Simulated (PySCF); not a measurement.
Molecule (SMILES): FSF.
Geometry (B3LYP-D3(BJ)/def2-TZVP, fixed):
```xyz
3

F     -1.2130    -0.5047     0.0161
S     -0.0057     0.5532     0.0075
F      1.2232    -0.4788    -0.0294
```
Charge 0, spin multiplicity 1.

Basis-set convergence of the lowest singlet excitation energy at CAM-B3LYP with PySCF. Tamm-Dancoff approximation; the state is taken by its order, and sets in which it differs in degeneracy or brightness are left out, yet its character can still change. All functions are spherical. Density fitting with generated auxiliary sets. No added dispersion term, no relativity. Reference: the value in aug-pcseg-3, 3.352 eV, itself unsure by roughly 0.013 eV (its mean distance from aug-cc-pV(Q+d)Z, aug-pcseg-2, aug-cc-pV(T+d)Z). Deviations are taken from unrounded values. Cost is core time over that of cc-pV(D+d)Z, rough, on shared machines of one kind; a dash marks a row that isn't timed (too short, read off another run, short of memory, by another algorithm or on other hardware).

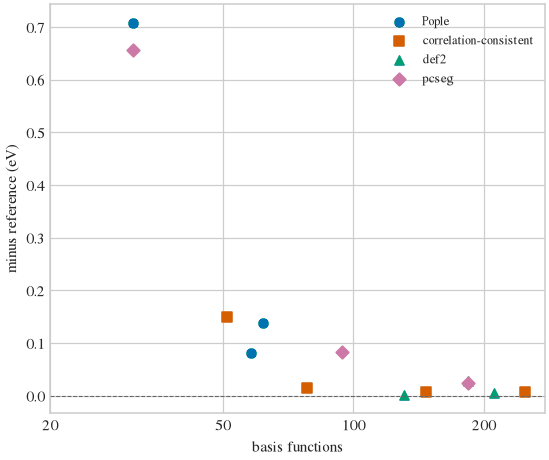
Fig. 1. Deviation from the reference against the number of basis functions, by family of sets.

| basis | functions | lowest singlet excitation energy (eV) | minus reference (eV) | cost |
|---|---|---|---|---|
| 3-21G | 31 | 4.061 | 0.708 | - |
| pcseg-0 | 31 | 4.009 | 0.656 | - |
| cc-pV(D+d)Z | 51 | 3.502 | 0.150 | 1× |
| 6-31+G* | 58 | 3.435 | 0.082 | - |
| 6-311G** | 62 | 3.491 | 0.139 | 2× |
| aug-cc-pV(D+d)Z | 78 | 3.366 | 0.014 | 3× |
| pcseg-2 | 94 | 3.435 | 0.082 | 4× |
| def2-TZVPPD | 131 | 3.354 | 0.002 | 8× |
| aug-cc-pV(T+d)Z | 147 | 3.360 | 0.007 | 10× |
| def2-QZVPP | 184 | 3.381 | 0.029 | 30× |
| pcseg-3 | 184 | 3.376 | 0.024 | 30× |
| def2-QZVPPD | 211 | 3.357 | 0.005 | 20× |
| aug-cc-pV(Q+d)Z | 249 | 3.360 | 0.008 | 30× |
